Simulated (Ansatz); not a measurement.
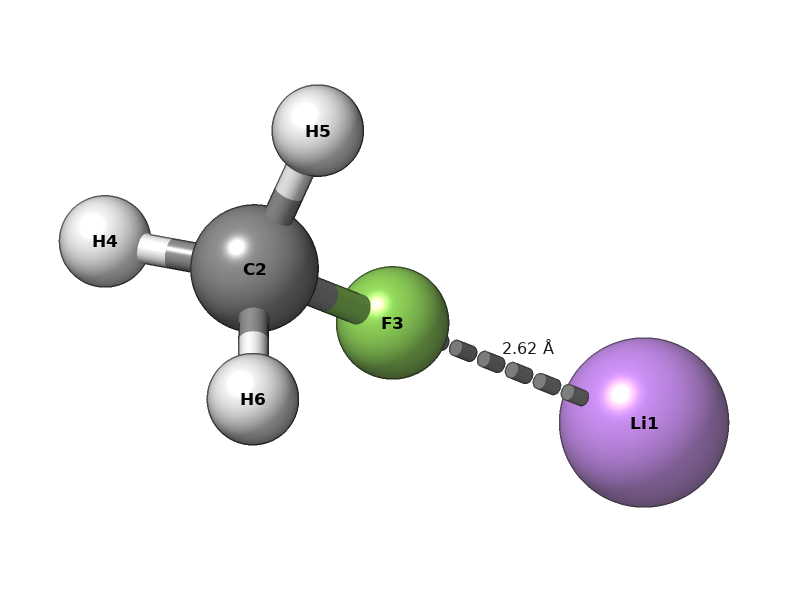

Two molecules or ions; the broken line marks their closest contact (measured against van der Waals radii). State: charge +1, singlet. Geometry: a pair of rigid molecules at a changed separation. Program: Ansatz 0.2.0.

**Which two species are they?**

Li and CH3F (`CF.[Li+]`).

Give the counterpoise-corrected interaction energy (kJ/mol, monomers kept as in the pair) with RHF-CCSD(T) (frozen core)/def2-TZVPPD.

```csv
level,interaction energy (kJ/mol)
RHF-CCSD(T) (frozen core)/def2-TZVPPD,−73.7
```
